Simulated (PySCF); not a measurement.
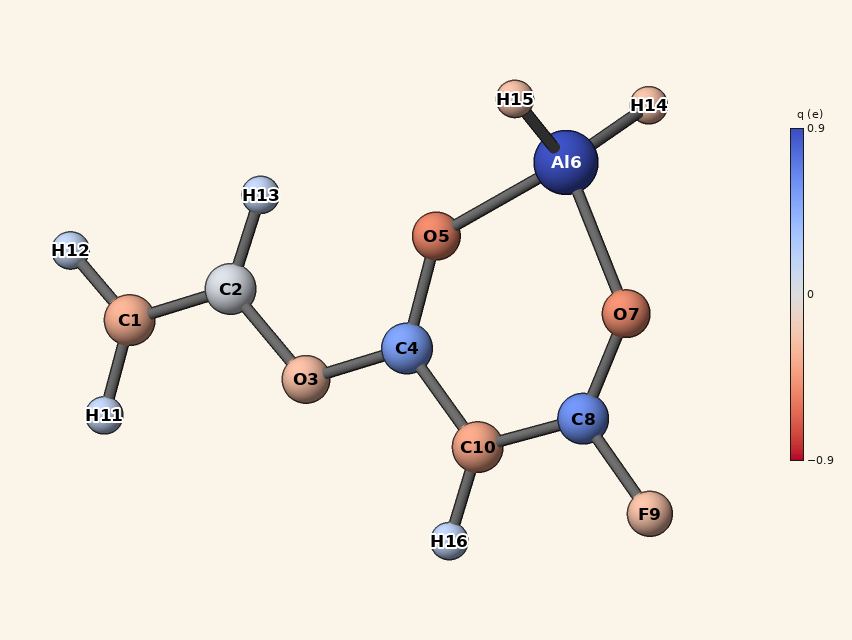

Atoms are coloured by their IAO charges. Computed geometry: GFN2-xTB optimisation. No frequency run is at hand to confirm it as a minimum. Method: PBE0/pcSseg-1, gas phase (PySCF 2.14.0).

Give the IAO charges atom by atom.

```tsv
atom	value (e)
C1	−0.34
C2	0.04
O3	−0.26
C4	0.52
O5	−0.52
Al6	0.88
O7	−0.49
C8	0.59
F9	−0.25
C10	−0.39
H11	0.17
H12	0.17
H13	0.17
H14	−0.25
H15	−0.25
H16	0.19
```

The geometry is semi-empirical. Around Al such bond lengths and angles can be off by a tenth of an ångström or more and by several degrees, and values that hang on the shape move with them.
